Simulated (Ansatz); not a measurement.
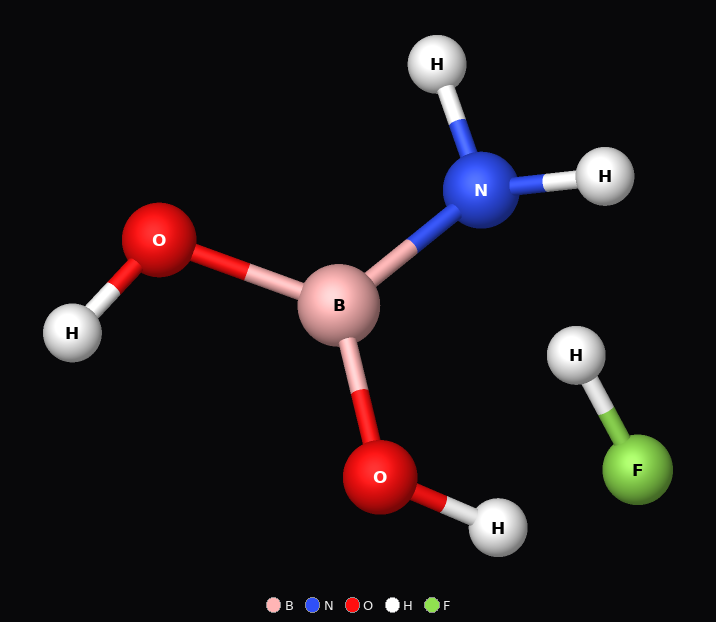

Harmonic vibrations computed with RKS PBE0-D4/def2-TZVP (Ansatz 0.2.0) at a stationary point of the same level.

Question: Is this a minimum or a saddle point?

Answer: A minimum: no imaginary frequency, and the lowest mode lies at 50 cm⁻¹.

Question: How many vibrational modes are there, and where do they lie?

Answer: 24 modes: 50, 95, 249, 396, 411, 438, 524, 542, 611, 738, 851, 938, 953, 1003, 1025, 1073, 1406, 1486, 1624, 3350, 3580, 3667, 3862, 3891 cm⁻¹.
